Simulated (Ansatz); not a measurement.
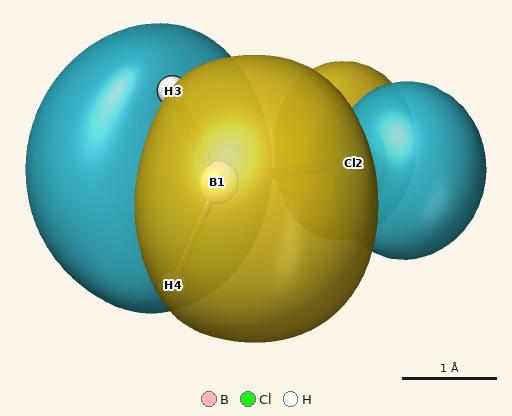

Figure. BClH2. The LUMO at ±0.08 Å⁻³ᐟ² (yellow and cyan are the two phases), seen at a tilt.

Level of theory: Ansatz, RKS B3LYP-D4/def2-SVP.

Question: Describe this orbital and give its energy.

Answer: It lies mainly on B1 (about 65 %), Cl2 (about 20 %), H3 (about 5 %) and H4 (about 5 %); it changes sign across the molecular plane (π type). Its energy is −1.86 eV.
